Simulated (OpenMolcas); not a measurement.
# Single-point calculation, with input and output: VH₆O₃F₃ (part 1 of 2)

VH₆O₃F₃ (mer-VF3(H2O)3), multiplicity 3, SMILES [OH2]->[V](<-[OH2])(<-[OH2])([F])([F])[F], computed with CASPT2/ANO-RCC-VDZP, DKH2 (OpenMolcas 26.06).

The geometry comes from this level: GFN2-xTB.

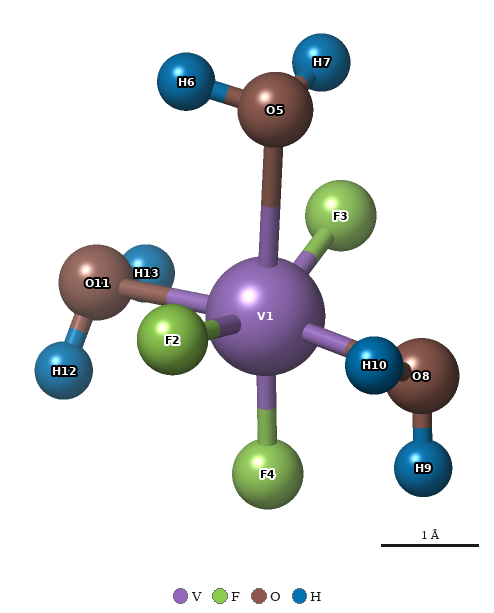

Figure 1. The structure (ball-and-stick view, seen at a tilt; atoms are numbered from 1 in the order of the input). Sticks mark near contacts. Bond lengths as drawn: F–V 1.76 to 1.77 Å, H–O 0.96 to 0.97 Å and O–V 2.20 to 2.39 Å.

Results in brief:

| quantity | value |
| --- | --- |
| outcome | converged |
| total energy | −1476.974118 hartree |
| CASSCF energy | −1475.419685 hartree |
| basis functions | 148 |
| hardware | 1 thread of Arm Neoverse V2, 24 GiB of memory available, shared host |
| wall time | 41 s |
| peak memory | 0.23 GiB |

Input file:
```
&GATEWAY
 Coord
 13
 angstrom
 V        0.325170       0.035510      -0.078050
 F        0.071030       0.387530       1.622400
 F       -0.252690      -0.469010      -1.660250
 F        2.092150      -0.004400      -0.185090
 O       -2.043120       0.289400       0.073660
 H       -2.295670      -0.443780       0.645450
 H       -2.274190       0.045720      -0.830470
 O        0.420640       2.226430      -0.175730
 H        1.378890       2.347240      -0.100100
 H        0.041440       2.409560       0.698030
 O        0.499640      -2.204360       0.152570
 H        1.351690      -2.203540       0.612760
 H        0.685010      -2.416280      -0.775180
 Basis=ANO-RCC-VDZP
 Group=NoSym
 RICD

&SEWARD

&RASSCF
 FileOrb=$CurrDir/step2.RasOrb
 Spin=3
 Nactel=2 0 0
 Inactive=39
 Ras2=5
 OrbListing=Nothing

&CASPT2
 Imaginary=0.2
```

Command:
```bash
export MOLCAS_MEM=1860
pymolcas step9.inp > step9.log
```

The program's output:
```
--- Start Module: gateway ---

                                              &GATEWAY

                       available to each process: 1.9 GB of memory, 1 thread

++    Symmetry information:
      ---------------------

                    Character Table for C1

                             E
                    a        1  x, y, xy, Rz, z, xz, Ry, yz, Rx, I
--

++    Basis set information:
      ----------------------

      Basis set label: V.ANO-RCC...5S4P2D1F.

      Electronic valence basis set:
      ------------------
      Associated Effective Charge  23.000000 au
      Associated Actual Charge     23.000000 au
      Nuclear Model: Point charge

      Shell  nPrim  nBasis  Cartesian Spherical Contaminant
         s      21       5        X
         p      15       4        X
         d      10       2                 X
         f       6       1                 X

      Basis set label: F.ANO-RCC...3S2P1D.

      Electronic valence basis set:
      ------------------
      Associated Effective Charge   9.000000 au
      Associated Actual Charge      9.000000 au
      Nuclear Model: Point charge

      Shell  nPrim  nBasis  Cartesian Spherical Contaminant
         s      14       3        X
         p       9       2        X
         d       4       1                 X

      Basis set label: O.ANO-RCC...3S2P1D.

      Electronic valence basis set:
      ------------------
      Associated Effective Charge   8.000000 au
      Associated Actual Charge      8.000000 au
      Nuclear Model: Point charge

      Shell  nPrim  nBasis  Cartesian Spherical Contaminant
         s      14       3        X
         p       9       2        X
         d       4       1                 X

      Basis set label: H.ANO-RCC...2S1P.

      Electronic valence basis set:
      ------------------
      Associated Effective Charge   1.000000 au
      Associated Actual Charge      1.000000 au
      Nuclear Model: Point charge

      Shell  nPrim  nBasis  Cartesian Spherical Contaminant
         s       8       2        X
         p       4       1        X

      Basis set label: O.ANO-RCC...3S2P1D.

      Electronic valence basis set:
      ------------------
      Associated Effective Charge   8.000000 au
      Associated Actual Charge      8.000000 au
      Nuclear Model: Point charge

      Shell  nPrim  nBasis  Cartesian Spherical Contaminant
         s      14       3        X
         p       9       2        X
         d       4       1                 X

      Basis set label: H.ANO-RCC...2S1P.

      Electronic valence basis set:
      ------------------
      Associated Effective Charge   1.000000 au
      Associated Actual Charge      1.000000 au
      Nuclear Model: Point charge

      Shell  nPrim  nBasis  Cartesian Spherical Contaminant
         s       8       2        X
         p       4       1        X

      Basis set label: O.ANO-RCC...3S2P1D.

      Electronic valence basis set:
      ------------------
      Associated Effective Charge   8.000000 au
      Associated Actual Charge      8.000000 au
      Nuclear Model: Point charge

      Shell  nPrim  nBasis  Cartesian Spherical Contaminant
         s      14       3        X
         p       9       2        X
         d       4       1                 X

      Basis set label: H.ANO-RCC...2S1P.

      Electronic valence basis set:
      ------------------
      Associated Effective Charge   1.000000 au
      Associated Actual Charge      1.000000 au
      Nuclear Model: Point charge

      Shell  nPrim  nBasis  Cartesian Spherical Contaminant
         s       8       2        X
         p       4       1        X
--

++    Molecular structure info:
      -------------------------

                    ************************************************
                    **** Cartesian Coordinates / bohr, angstrom ****
                    ************************************************

     Center  Label                x              y              z                     x              y              z
        1      V1               0.614482       0.067104      -0.147493              0.325170       0.035510      -0.078050
        2      F2               0.134227       0.732326       3.065892              0.071030       0.387530       1.622400
        3      F3              -0.477515      -0.886300      -3.137418             -0.252690      -0.469010      -1.660250
        4      F4               3.953591      -0.008315      -0.349769              2.092150      -0.004400      -0.185090
        5      O5              -3.860937       0.546887       0.139197             -2.043120       0.289400       0.073660
        6      H6              -4.338188      -0.838623       1.219724             -2.295670      -0.443780       0.645450
        7      H7              -4.297596       0.086398      -1.569361             -2.274190       0.045720      -0.830470
        8      O8               0.794894       4.207343      -0.332082              0.420640       2.226430      -0.175730
        9      H9               2.605724       4.435641      -0.189162              1.378890       2.347240      -0.100100
       10      H10              0.078310       4.553408       1.319086              0.041440       2.409560       0.698030
       11      O11              0.944183      -4.165637       0.288316              0.499640      -2.204360       0.152570
       12      H12              2.554324      -4.164087       1.157949              1.351690      -2.203540       0.612760
       13      H13              1.294481      -4.566107      -1.464878              0.685010      -2.416280      -0.775180

                    ***************************************
                    *    InterNuclear Distances / bohr    *
                    ***************************************

               1 V1            2 F2            3 F3            4 F4            5 O5            6 H6
    1 V1       0.000000
    2 F2       3.316475        0.000000
    3 F3       3.322813        6.440126        0.000000
    4 F4       3.346079        5.177144        5.308158        0.000000
    5 O5       4.510184        4.955933        4.923188        7.849470        0.000000
    6 H6       5.217141        5.087112        5.821662        8.479758        1.820698        0.000000
    7 H7       5.113765        6.445452        4.242401        8.341370        1.822606        2.938759
    8 O8       4.148277        4.904941        5.952658        5.267774        5.941196        7.363314
    9 H9       4.801135        5.515271        6.820677        4.646642        7.553009        8.832934
   10 H10      4.750290        4.201801        7.054062        6.213871        5.741256        6.970604
   11 O11      4.267871        5.688672        4.950850        5.171751        6.731960        6.311892
   12 H12      4.834268        5.785497        6.195652        4.636982        8.024133        7.653055
   13 H13      4.864622        7.067351        4.413427        5.393311        7.436001        7.268300

               7 H7            8 O8            9 H9           10 H10          11 O11          12 H12
    7 H7       0.000000
    8 O8       6.666821        0.000000
    9 H9       8.275065        1.830752        0.000000
   10 H10      6.888096        1.832923        2.945590        0.000000
   11 O11      7.000501        8.397260        8.773293        8.822356        0.000000
   12 H12      8.511971        8.683123        8.704750        9.063738        1.829978        0.000000
   13 H13      7.275167        8.860375        9.185765        9.612237        1.832150        2.937353

              13 H13
   13 H13      0.000000

                    *******************************************
                    *    InterNuclear Distances / angstrom    *
                    *******************************************

               1 V1            2 F2            3 F3            4 F4            5 O5            6 H6
    1 V1       0.000000
    2 F2       1.755003        0.000000
    3 F3       1.758357        3.407968        0.000000
    4 F4       1.770669        2.739627        2.808956        0.000000
    5 O5       2.386687        2.622567        2.605239        4.153761        0.000000
    6 H6       2.760792        2.691984        3.080691        4.487295        0.963472        0.000000
    7 H7       2.706088        3.410786        2.244982        4.414063        0.964481        1.555124
    8 O8       2.195173        2.595583        3.150011        2.787586        3.143946        3.896498
    9 H9       2.540651        2.918556        3.609347        2.458897        3.996880        4.674187
   10 H10      2.513745        2.223497        3.732849        3.288239        3.038142        3.688685
   11 O11      2.258460        3.010316        2.619877        2.736773        3.562400        3.340109
   12 H12      2.558184        3.061553        3.278598        2.453785        4.246188        4.049822
   13 H13      2.574247        3.739881        2.335485        2.854017        3.934962        3.846219

               7 H7            8 O8            9 H9           10 H10          11 O11          12 H12
    7 H7       0.000000
    8 O8       3.527930        0.000000
    9 H9       4.378976        0.968792        0.000000
   10 H10      3.645023        0.969941        1.558739        0.000000
   11 O11      3.704505        4.443638        4.642627        4.668590        0.000000
   12 H12      4.504341        4.594911        4.606355        4.796323        0.968383        0.000000
   13 H13      3.849853        4.688709        4.860898        5.086577        0.969532        1.554380

              13 H13
   13 H13      0.000000

                    **************************************
                    *    Valence Bond Angles / degree    *
                    **************************************
                          Atom centers                 Phi
                      6 H6       5 O5       7 H7       107.53
                      5 O5       6 H6       7 H7        36.26
                      5 O5       7 H7       6 H6        36.21
                      9 H9       8 O8      10 H10      107.03
                      8 O8       9 H9      10 H10       36.51
                      8 O8      10 H10      9 H9        36.46
                     12 H12     11 O11     13 H13      106.66
                     11 O11     12 H12     13 H13       36.70
                     11 O11     13 H13     12 H12       36.64
--

            Nuclear Potential Energy            604.42084459 au

--- Stop Module: gateway /rc=_RC_ALL_IS_WELL_ ---
--- Module gateway spent 2 seconds ---

--- Start Module: seward ---

                                              &SEWARD

                       available to each process: 1.9 GB of memory, 1 thread

               SEWARD will generate:
                  Multipole Moment integrals up to order  2
                  Kinetic Energy integrals
                  Nuclear Attraction integrals (point charge)
                  One-Electron Hamiltonian integrals
                  Velocity integrals
                  Relativistic Douglas-Kroll-Hess integrals:
                    - Parametrization         : EXP
                    - DKH order of Hamiltonian: 2
                    - DKH order of Properties : 0
                         - multipole moment operators
                         - electric potential operators
                         - contact operators
                  Orbital angular momentum around (  0.3941   0.0571  -0.0834 )
                  Velocity quadrupole around (  0.3941   0.0571  -0.0834 )
                  Atomic mean-field integrals
                  RI decomposed two-electron repulsion integrals stored Cholesky style
                   - acCD auxiliary basis
                   - CD Threshold:   1.00E-04

                   Integrals are discarded if absolute value <: 1.00E-14
                   Integral cutoff threshold is set to       <: 1.00E-16

            Nuclear Potential Energy            604.42084459 au

      Basis set specifications :
      Symmetry species         a
      Basis functions          148

--- Stop Module: seward /rc=_RC_ALL_IS_WELL_ ---
--- Module seward spent 8 seconds ---

--- Start Module: rasscf ---

                                              &RASSCF

                       available to each process: 1.9 GB of memory, 1 thread

      Header of the ONEINT file:
      --------------------------

      OrdInt status: non-squared

      Cartesian coordinates in angstrom:
      -----------------------------------------------------
      No.  Label        X            Y            Z
      -----------------------------------------------------
       1   V1         0.32517000   0.03551000  -0.07805000
       2   F2         0.07103000   0.38753000   1.62240000
       3   F3        -0.25269000  -0.46901000  -1.66025000
       4   F4         2.09215000  -0.00440000  -0.18509000
       5   O5        -2.04312000   0.28940000   0.07366000
       6   H6        -2.29567000  -0.44378000   0.64545000
       7   H7        -2.27419000   0.04572000  -0.83047000
       8   O8         0.42064000   2.22643000  -0.17573000
       9   H9         1.37889000   2.34724000  -0.10010000
      10   H10        0.04144000   2.40956000   0.69803000
      11   O11        0.49964000  -2.20436000   0.15257000
      12   H12        1.35169000  -2.20354000   0.61276000
      13   H13        0.68501000  -2.41628000  -0.77518000
      -----------------------------------------------------
      Nuclear repulsion energy =  604.42084459

++    Wave function specifications:
      -----------------------------

      Number of closed shell electrons          78
      Number of electrons in active shells       2
      Max number of holes in RAS1 space          0
      Max nr of electrons in RAS3 space          0
      Number of inactive orbitals               39
      Number of active orbitals                  5
      Number of secondary orbitals             104
      Spin quantum number                      1.0
      State symmetry                             1
--

++    Orbital specifications:
      -----------------------

      Symmetry species                           1
                                                 a
      Frozen orbitals                            0
      Inactive orbitals                         39
      Active orbitals                            5
      RAS1 orbitals                              0
      RAS2 orbitals                              5
      RAS3 orbitals                              0
      Secondary orbitals                       104
      Deleted orbitals                           0
      Number of basis functions                148
--

++    CI expansion specifications:
      ----------------------------

      Number of CSFs                            10
      Number of determinants                    10
      Number of root(s) required                 1
      Root chosen for geometry opt.              1
      CI root used                               1

      highest root included in the CI            1
      max. size of the explicit Hamiltonian     10
--

++    Optimization specifications:
      ----------------------------
```
